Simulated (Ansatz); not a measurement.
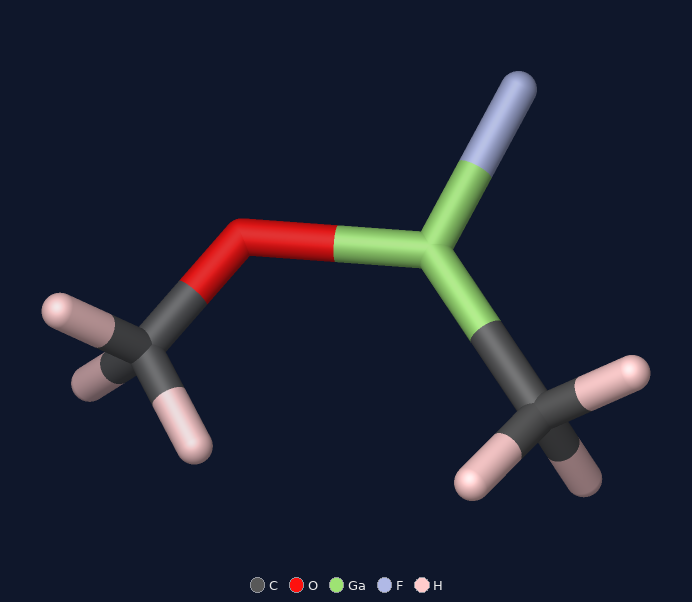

Starting geometry of the run.

Input file:

```yaml
crystal:
  periodic: [false, false, false]
  atoms:
    - {symbol: C, position_ang: [0.005335, -0.116760, 1.965637]}
    - {symbol: O, position_ang: [0.528559, 0.895824, 1.145922]}
    - {symbol: Ga, position_ang: [0.453252, 0.855675, -0.624612]}
    - {symbol: C, position_ang: [-0.310735, -0.509743, -1.778236]}
    - {symbol: F, position_ang: [1.192029, 2.297072, -1.293828]}
    - {symbol: H, position_ang: [0.794211, -0.515237, 2.612488]}
    - {symbol: H, position_ang: [-0.423872, -0.959670, 1.406025]}
    - {symbol: H, position_ang: [-0.783513, 0.291000, 2.607035]}
    - {symbol: H, position_ang: [-1.334184, -0.235407, -2.040675]}
    - {symbol: H, position_ang: [0.271699, -0.579770, -2.696944]}
    - {symbol: H, position_ang: [-0.327281, -1.480085, -1.282211]}
basis:
  gaussian: {orbitals: cc-pVTZ-DK}
total_charge: 1
magnetization: {spin_polarized: true, initial_magnetization: 1}
hamiltonian: {xc: {name: RPBE}, dispersion: d3bj}
scf: {lower_state_search: off}
```

It was started with:

```sh
ansatz run in.yaml --threads 2 --pin off --events-out ev --progress --plain --max-ram 22528MiB --backend cpu
```

Output:

```
Functional definition: RPBE
  name "RPBE"
  cite "Hammer, Hansen & Nørskov, Phys. Rev. B 59, 7413 (1999) doi:10.1103/PhysRevB.59.7413"
  cite "Perdew, Burke & Ernzerhof, Phys. Rev. Lett. 77, 3865 (1996) doi:10.1103/PhysRevLett.77.3865"
  parameter kappa = 0.804
  parameter beta = 0.06672455060314922
  exchange = rpbe_x(kappa = kappa, mu = beta*pi^2/3)
  correlation = pbe_c(beta = beta)
these checks for a lower state are left out or cut short: stability, starts, cluster_reference, orbital_swaps, neighbouring_geometries, increment
1373 factors; their error is unknown
mean field evaluation 1: about -59803.3515 eV, gradient 8.5e1 eV
mean field evaluation 2: about -59657.9594 eV, gradient 1.9e2 eV
mean field evaluation 4: about -59823.1166 eV, gradient 3.7e1 eV
mean field evaluation 8: about -59828.4077 eV, gradient 9.4e0 eV
mean field evaluation 16: about -59828.9747 eV, gradient 2.9e0 eV
mean field -59829.06181199 eV, -2198.6774679959 hartree, gradient 2.5e-6 eV, S^2 0.753503; 0 other end points of the search recorded, 0 dependent functions left out
reference -59829.06185921 eV, -2198.6774697314 hartree; 33, 32 occupied and 214, 215 virtual orbitals, 1373 factors
Total energy: -59830.07863004 eV, -2198.7148353702 hartree
Relativity: scalar
Checks for a lower state left out: stability, starts, cluster_reference, orbital_swaps, neighbouring_geometries, increment
```

The calculation finished and met its thresholds.
